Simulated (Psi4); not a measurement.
## AlH2Br: frequency calculation (part 2 of 3)

AlH2Br; HF/STO-3G, RHF (Psi4 1.11). The geometry comes from this level: PBE0-D4/def2-TZVP.

Geometry of the input (Å):
```
Al -0.1483  -0.0647  -0.1103
Br 1.6849  0.4966  1.0797
H  -0.5616  -1.5848  -0.1392
H  -0.9197  1.0927  -0.8504
```

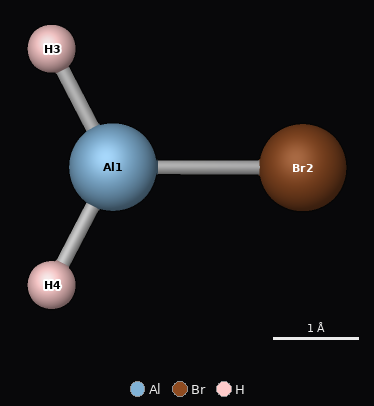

Figure 1. The structure as given in the input (ball-and-stick view, seen at a tilt; atoms are numbered from 1 in the order of the input). Sticks mark near contacts.

### Output, continued
```
    1    -7.99418206611202     1.98990952044650    -0.74376013519857    -0.01985314604813     1.45187545001544
    2    -2.42017250101883    -0.88018262719397    -0.60686224654475    -0.13542695817434     1.18531755114988
    3     2.72054547488346     0.00358309638566    -0.03969278662956     2.20960791802581    -0.72874479726752
    4     8.38708067053195    -0.06086951953425    -0.34591075646562    -0.10739086560742    -0.17874805414239
    5     2.45072711610964    -0.21319939012319    -0.14789067707581    -0.09382490393973     0.07672356779245
    6    -2.80378446455019    -0.13018971429399    -0.18695440972347     0.11760319296776    -0.26270889012542
    7    -0.13018971429399    -1.91861787152599     1.10362463499250     0.12440366379550    -0.01042212938627
    8    -0.18695440972347     1.10362463499250     0.67760732936764     0.25158917185554    -0.01395374332831
    9     0.11760319296776     0.12440366379550     0.25158917185554    -2.32198685767076     0.00284034786005
   10    -0.26270889012542    -0.01042212938627    -0.01395374332831     0.00284034786005    -1.26270526648678
   11     0.15639979463267    -0.01024261767534     0.07714559425292    -0.02233730974148    -1.24808737561402
   12    -0.03436420329816     0.00220295411283    -0.02494197550251    -0.00522425332280     0.98861333953289

                11                  12

    1     1.04888520381374    -0.70531351377028
    2     0.62471365544361     1.10236908654682
    3     1.00663003587400     1.51600204088564
    4     0.20944478947562    -0.28550277987544
    5     0.12196429670376     0.06326540972089
    6     0.15639979463267    -0.03436420329816
    7    -0.01024261767534     0.00220295411283
    8     0.07714559425292    -0.02494197550251
    9    -0.02233730974148    -0.00522425332280
   10    -1.24808737561402     0.98861333953289
   11    -0.82382354640028    -1.14069252076520
   12    -1.14069252076520    -1.47641358426467

  ## KHess (Symmetry 0) ##
  Irrep: 1 Size: 12 x 12

                 1                   2                   3                   4                   5

    1    -0.11413010487769     0.01856677245658     0.12480498068727    -0.03381321599529    -0.03471901810152
    2     0.01856677245658    -0.01210708257502    -0.03582681071704    -0.03471882840582     0.06185039800220
    3     0.12480498068727    -0.03582681071704    -0.20279880300236    -0.07746941667884    -0.02037290821908
    4    -0.03381321599529    -0.03471882840582    -0.07746941667884     0.02606160076861     0.03197689178221
    5    -0.03471901810152     0.06185039800220    -0.02037290821908     0.03197689178221    -0.06307238470727
    6    -0.07746947493724    -0.02037280291836     0.03421912752652     0.07079165483211     0.01907702963174
    7     0.08904219240266    -0.04596542939928    -0.00381013078893     0.00310076916650     0.00226047901561
    8    -0.04595020812267    -0.05936831936646    -0.00388425088603     0.00603845050986     0.00238504812506
    9    -0.00381271358086    -0.00389481596190     0.10371792858098     0.00199325807643     0.00096732896445
   10     0.05890112847023     0.06211748534852    -0.04352543321950     0.00465084605693     0.00048164730371
   11     0.06210245376761     0.00962500393920     0.06008396982215    -0.00329651388624    -0.00116306142240
   12    -0.04352279216917     0.06009442959730     0.06486174689479     0.00468450377031     0.00032854962290

                 6                   7                   8                   9                  10

    1    -0.07746947493724     0.08904219240266    -0.04595020812267    -0.00381271358086     0.05890112847023
    2    -0.02037280291836    -0.04596542939928    -0.05936831936646    -0.00389481596190     0.06211748534852
    3     0.03421912752652    -0.00381013078893    -0.00388425088603     0.10371792858098    -0.04352543321950
    4     0.07079165483211     0.00310076916650     0.00603845050986     0.00199325807643     0.00465084605693
    5     0.01907702963174     0.00226047901561     0.00238504812506     0.00096732896445     0.00048164730371
    6    -0.03624658984210     0.00264224086166     0.00361845577906     0.00001465646987     0.00403557924347
    7     0.00264224086166    -0.09096956695666     0.04310881327991     0.00118215577545    -0.00117339461250
    8     0.00361845577906     0.04310881327991     0.04866941607931     0.00416039776671    -0.00319705566711
    9     0.00001465646987     0.00118215577545     0.00416039776671    -0.10309256543952     0.00063729972899
   10     0.00403557924347    -0.00117339461250    -0.00319705566711     0.00063729972899    -0.06237857991466
   11    -0.00232268249243     0.00059613710376     0.00831385516210    -0.00123291076926    -0.05940207698512
   12     0.00201280584461    -0.00001426584818    -0.00389460265974    -0.00064001961133     0.03885255424704

                11                  12

    1     0.06210245376761    -0.04352279216917
    2     0.00962500393920     0.06009442959730
    3     0.06008396982215     0.06486174689479
    4    -0.00329651388624     0.00468450377031
    5    -0.00116306142240     0.00032854962290
    6    -0.00232268249243     0.00201280584461
    7     0.00059613710376    -0.00001426584818
    8     0.00831385516210    -0.00389460265974
    9    -0.00123291076926    -0.00064001961133
   10    -0.05940207698512     0.03885255424704
   11    -0.01677579767890    -0.05652837656046
   12    -0.05652837656046    -0.06623453312807

  Using in-core PK algorithm.
   Calculation information:
      Number of atoms:                   4
      Number of AO shells:              15
      Number of primitives:             45
      Number of atomic orbitals:        30
      Number of basis functions:        29

      Integral cutoff                 1.00e-12
      Number of threads:                 1

  Performing in-core PK
  Using 189660 doubles for integral storage.
  We computed 6075 shell quartets total.
  Whereas there are 7260 unique shell quartets.

  ==> DiskJK: Disk-Based J/K Matrices <==

    J tasked:                  Yes
    K tasked:                  Yes
    wK tasked:                  No
    Memory [MiB]:             1373
    Schwarz Cutoff:          1E-12

   ==> Coupled-Perturbed RHF Solver <==

    Maxiter             =         100
    Convergence         =   1.000E-06
    Number of equations =          12
   -----------------------------------------------------
     Iter   Residual RMS      Max RMS  Remain  Time [s]
   -----------------------------------------------------
        1      4.648e-01    5.983e-01      12         0
        2      7.701e-02    1.072e-01      12         0
        3      1.193e-02    1.885e-02      12         0
        4      2.528e-03    3.864e-03      12         0
        5      5.187e-04    7.712e-04      12         0
        6      6.801e-05    9.478e-05      12         0
        7      1.011e-05    1.829e-05      12         0
        8      1.146e-06    1.593e-06       8         1
        9      3.612e-07    2.769e-07       0         1
  ## Total Hessian (Symmetry 0) ##
  Irrep: 1 Size: 12 x 12

                 1                   2                   3                   4                   5

    1     0.24469825919537     0.01509179600847     0.10468598156222    -0.12254669796398    -0.03103742603525
    2     0.01509179600847     0.33359730958845    -0.03093987619387    -0.03103713291590    -0.03287700640627
    3     0.10468598156222    -0.03093987619387     0.17059445606241    -0.06699658684981    -0.01947798891500
    4    -0.12254669796398    -0.03103713291590    -0.06699658684981     0.12586654896893     0.03461863037874
    5    -0.03103742603525    -0.03287700640627    -0.01947798891500     0.03461863037874     0.02790704244925
    6    -0.06699674140508    -0.01947784596198    -0.06314382569896     0.07584791546285     0.02109778150541
    7    -0.04853395992077    -0.03712271101582    -0.00229823082837    -0.00105032563337    -0.00799048634154
    8    -0.03686752014667    -0.17907246623370    -0.00132361293926     0.00003921959801     0.00108991397933
    9    -0.00234200533393    -0.00150233386334    -0.03755671077099    -0.00431216522064    -0.00492090423594
   10    -0.07361760132335     0.05306804792326    -0.03539116388406    -0.00226952636435     0.00440928199790
   11     0.05281315017345    -0.12164783693677     0.05174147804815    -0.00362071706100     0.00388004969909
   12    -0.03534723482324     0.05192005601921    -0.06989391959462    -0.00453916339198     0.00330111164555

                 6                   7                   8                   9                  10

    1    -0.06699674140508    -0.04853395992077    -0.03686752014667    -0.00234200533393    -0.07361760132335
    2    -0.01947784596198    -0.03712271101582    -0.17907246623370    -0.00150233386334     0.05306804792326
    3    -0.06314382569896    -0.00229823082837    -0.00132361293926    -0.03755671077099    -0.03539116388406
    4     0.07584791546285    -0.00105032563337     0.00003921959801    -0.00431216522064    -0.00226952636435
    5     0.02109778150541    -0.00799048634154     0.00108991397933    -0.00492090423594     0.00440928199790
    6     0.05890640079353    -0.00293281418946     0.00071383473107     0.00290440497548    -0.00591835986790
    7    -0.00293281418946     0.04300063845445     0.03999323227046     0.00704462844473     0.00658364709968
    8     0.00071383473107     0.03999323227046     0.18012462867595     0.00110308287409    -0.00316493172181
    9     0.00290440497548     0.00704462844473     0.00110308287409     0.02792531262952    -0.00039045789016
   10    -0.00591835986790     0.00658364709968    -0.00316493172181    -0.00039045789016     0.06930348058802
   11    -0.00233377027449     0.00511996508690    -0.00214207642159     0.00532015522519    -0.05431239819935
   12     0.00133301893610    -0.00181358342690    -0.00049330466591     0.00672699316599     0.04169998164212

                11                  12

    1     0.05281315017345    -0.03534723482324
    2    -0.12164783693677     0.05192005601921
    3     0.05174147804815    -0.06989391959462
    4    -0.00362071706100    -0.00453916339198
    5     0.00388004969909     0.00330111164555
    6    -0.00233377027449     0.00133301893610
    7     0.00511996508690    -0.00181358342690
    8    -0.00214207642159    -0.00049330466591
    9     0.00532015522519     0.00672699316599
   10    -0.05431239819935     0.04169998164212
   11     0.11990986365926    -0.05472786299885
   12    -0.05472786299885     0.06183390749254

	total time  =          4 seconds =       0.07 minutes

  ==> Harmonic Vibrational Analysis <==

  non-mass-weighted Hessian:       Symmetric? True   Hermitian? True   Lin Dep Dim?  0 (0)
  projection of translations (True) and rotations (False) removed 3 degrees of freedom (6)
  total projector:                 Symmetric? True   Hermitian? True   Lin Dep Dim?  3 (3)
  mass-weighted Hessian:           Symmetric? True   Hermitian? True   Lin Dep Dim?  0 (0)
  pre-proj  low-frequency mode:    0.0000i [cm^-1]
  pre-proj  low-frequency mode:    0.0000i [cm^-1]
  pre-proj  low-frequency mode:    0.0000i [cm^-1]
  pre-proj  low-frequency mode:   96.3350  [cm^-1]
  pre-proj  low-frequency mode:  123.2872  [cm^-1]
  pre-proj  low-frequency mode:  480.9565  [cm^-1]
  pre-proj  all modes:['0.0157i' '0.0156i' '0.0081i' '96.3350' '123.2872' '480.9565' '632.4779'
 '863.7359' '948.0684' '1132.4049' '2252.1471' '2305.2463']
  projected mass-weighted Hessian: Symmetric? True   Hermitian? True   Lin Dep Dim?  3 (3)
  post-proj low-frequency mode:    0.0000i [cm^-1] (TR)
  post-proj low-frequency mode:    0.0000  [cm^-1] (TR)
  post-proj low-frequency mode:    0.0000  [cm^-1] (TR)
  post-proj low-frequency mode:   96.3350  [cm^-1] (V)
  post-proj low-frequency mode:  123.2872  [cm^-1] (V)
  post-proj low-frequency mode:  480.9565  [cm^-1] (V)
  post-proj  all modes:['0.0000i' '0.0000' '0.0000' '96.3350' '123.2872' '480.9565' '632.4779'
 '863.7359' '948.0684' '1132.4049' '2252.1471' '2305.2463']

  Note that "Vibration"s include 3 un-projected rotation-like modes.
  Vibration                       4                   5                   6
  Freq [cm^-1]                 96.3350             123.2872            480.9565
  Irrep                           A                   A                   A
  Reduced mass [u]              9.7621              9.4951             12.3890
  Force const [mDyne/A]         0.0534              0.0850              1.6885
  Turning point v=0 [a0]        0.3578              0.3207              0.1421
  RMS dev v=0 [a0 u^1/2]        0.7905              0.6988              0.3538
  IR activ [km/mol]             5.7614              7.5185             30.8324
  Char temp [K]                138.6046            177.3829            691.9893
  ----------------------------------------------------------------------------------
      1   AL              -0.28  0.07  0.40   -0.06  0.46 -0.12    0.45  0.14  0.29
      2   BR               0.10 -0.03 -0.15    0.02 -0.17  0.05   -0.17 -0.05 -0.11
      3   H               -0.34  0.08  0.49   -0.23  0.51 -0.25    0.46  0.15  0.30
      4   H               -0.34  0.08  0.49    0.08  0.60 -0.05    0.46  0.14  0.30

  Vibration                       7                   8                   9
  Freq [cm^-1]                 632.4779            863.7359            948.0684
  Irrep                           A                   A                   A
  Reduced mass [u]              1.0078              1.0500              1.1081
  Force const [mDyne/A]         0.2375              0.4615              0.5868
  Turning point v=0 [a0]        0.4346              0.3644              0.3385
  RMS dev v=0 [a0 u^1/2]        0.3085              0.2640              0.2520
  IR activ [km/mol]             0.0000             106.9463            330.0348
  Char temp [K]                909.9949           1242.7237           1364.0593
  ----------------------------------------------------------------------------------
      1   AL               0.00 -0.00 -0.00   -0.01  0.04 -0.01    0.04 -0.01 -0.05
      2   BR              -0.00  0.00  0.00    0.00 -0.01  0.00   -0.00  0.00  0.00
      3   H               -0.40  0.10  0.57    0.56 -0.12  0.41   -0.40  0.10  0.57
      4   H                0.40 -0.10 -0.57   -0.48 -0.44 -0.26   -0.40  0.10  0.57

  Vibration                       10                  11                  12
  Freq [cm^-1]                1132.4049           2252.1471           2305.2463
  Irrep                           A                   A                   A
  Reduced mass [u]              1.0639              1.0241              1.0644
  Force const [mDyne/A]         0.8038              3.0603              3.3328
  Turning point v=0 [a0]        0.3161              0.2285              0.2215
  RMS dev v=0 [a0 u^1/2]        0.2306              0.1635              0.1616
  IR activ [km/mol]            438.7456            59.1276             122.3563
  Char temp [K]               1629.2785           3240.3383           3316.7361
  ----------------------------------------------------------------------------------
      1   AL              -0.04 -0.01 -0.02   -0.02 -0.01 -0.01    0.01 -0.04  0.01
      2   BR               0.00  0.00  0.00    0.00  0.00  0.00    0.00 -0.00  0.00
      3   H                0.55 -0.18  0.41    0.18  0.68  0.01    0.19  0.68  0.01
      4   H                0.46  0.48  0.24    0.34 -0.52  0.33   -0.35  0.52 -0.33

  ==> Thermochemistry Components <==

  Entropy, S
    Electronic S                             0.000 [cal/(mol K)]        0.000 [J/(mol K)]       0.00000000 [mEh/K] (multiplicity = 1)
    Translational S                         39.945 [cal/(mol K)]      167.130 [J/(mol K)]       0.06365651 [mEh/K] (mol. weight = 107.9155 [u], P = 101325.00 [Pa])
    Rotational S                            21.023 [cal/(mol K)]       87.962 [J/(mol K)]       0.03350289 [mEh/K] (symmetry no. = 2)
    Vibrational S                            8.012 [cal/(mol K)]       33.521 [J/(mol K)]       0.01276758 [mEh/K]
  Total S                                   68.980 [cal/(mol K)]      288.613 [J/(mol K)]       0.10992699 [mEh/K]
  Correction S                               0.000 [cal/(mol K)]        0.000 [J/(mol K)]       0.00000000 [mEh/K]

  Constant volume heat capacity, Cv
    Electronic Cv                            0.000 [cal/(mol K)]        0.000 [J/(mol K)]       0.00000000 [mEh/K]
    Translational Cv                         2.981 [cal/(mol K)]       12.472 [J/(mol K)]       0.00475022 [mEh/K]
    Rotational Cv                            2.981 [cal/(mol K)]       12.472 [J/(mol K)]       0.00475022 [mEh/K]
    Vibrational Cv                           7.388 [cal/(mol K)]       30.911 [J/(mol K)]       0.01177354 [mEh/K]
  Total Cv                                  13.350 [cal/(mol K)]       55.855 [J/(mol K)]       0.02127398 [mEh/K]
  Correction Cv                              0.000 [cal/(mol K)]        0.000 [J/(mol K)]       0.00000000 [mEh/K]

  Constant pressure heat capacity, Cp
    Electronic Cp                            0.000 [cal/(mol K)]        0.000 [J/(mol K)]       0.00000000 [mEh/K]
    Translational Cp                         4.968 [cal/(mol K)]       20.786 [J/(mol K)]       0.00791703 [mEh/K]
    Rotational Cp                            2.981 [cal/(mol K)]       12.472 [J/(mol K)]       0.00475022 [mEh/K]
    Vibrational Cp                           7.388 [cal/(mol K)]       30.911 [J/(mol K)]       0.01177354 [mEh/K]
  Total Cp                                  15.337 [cal/(mol K)]       64.169 [J/(mol K)]       0.02444079 [mEh/K]
  Correction Cp                              0.000 [cal/(mol K)]        0.000 [J/(mol K)]       0.00000000 [mEh/K]

  ==> Thermochemistry Energy Analysis <==

  Raw electronic energy, E_e
  Total E_e, Electronic energy at well bottom                                         -2784.89893773 [Eh]

  Zero-point vibrational energy, ZPVE = Sum_i omega_i / 2,  E_0 = E_e + ZPVE
    Vibrational ZPVE                        12.630 [kcal/mol]       52.843 [kJ/mol]       0.02012683 [Eh]        4417.330 [cm^-1]
  Correction ZPVE to E_e                    12.630 [kcal/mol]       52.843 [kJ/mol]       0.02012683 [Eh]        4417.330 [cm^-1]
  Total E_0, Enthalpy at 0 [K]                                                        -2784.87881090 [Eh]
  *** Absolute enthalpy, not an enthalpy of formation ***

  Thermal (internal) energy, E (includes ZPVE and finite-temperature corrections)
    Electronic contrib to E beyond E_e       0.000 [kcal/mol]        0.000 [kJ/mol]       0.00000000 [Eh]
    Translational contrib to E               0.889 [kcal/mol]        3.718 [kJ/mol]       0.00141628 [Eh]
    Rotational contrib to E                  0.889 [kcal/mol]        3.718 [kJ/mol]       0.00141628 [Eh]
    Vibrational contrib to E                13.849 [kcal/mol]       57.945 [kJ/mol]       0.02207017 [Eh]
  Correction E                              15.627 [kcal/mol]       65.382 [kJ/mol]       0.02490272 [Eh]
  Total E, Thermal (internal) energy at  298.15 [K]                                   -2784.87403501 [Eh]

  Enthalpy, H_trans = E_trans + k_B * T = E_trans + P * V
    Electronic contrib to H beyond E_e       0.000 [kcal/mol]        0.000 [kJ/mol]       0.00000000 [Eh]
    Translational contrib to H               1.481 [kcal/mol]        6.197 [kJ/mol]       0.00236046 [Eh]
    Rotational contrib to H                  0.889 [kcal/mol]        3.718 [kJ/mol]       0.00141628 [Eh]
    Vibrational contrib to H                13.849 [kcal/mol]       57.945 [kJ/mol]       0.02207017 [Eh]
  Correction H                              16.219 [kcal/mol]       67.861 [kJ/mol]       0.02584691 [Eh]
  Total H, Enthalpy at  298.15 [K]                                                    -2784.87309082 [Eh]
  *** Absolute enthalpy, not an enthalpy of formation ***

  Gibbs free energy, G = H - T * S
    Electronic contrib to G beyond E_e       0.000 [kcal/mol]        0.000 [kJ/mol]       0.00000000 [Eh]
    Translational contrib to G             -10.428 [kcal/mol]      -43.632 [kJ/mol]      -0.01661873 [Eh]
    Rotational contrib to G                 -5.379 [kcal/mol]      -22.507 [kJ/mol]      -0.00857261 [Eh]
    Vibrational contrib to G                11.461 [kcal/mol]       47.951 [kJ/mol]       0.01826352 [Eh]
  Correction G                              -4.347 [kcal/mol]      -18.189 [kJ/mol]      -0.00692782 [Eh]
  Total G, Gibbs energy at  298.15 [K]                                                -2784.90586556 [Eh]
  *** Absolute Gibbs energy, not a free energy of formation ***
```
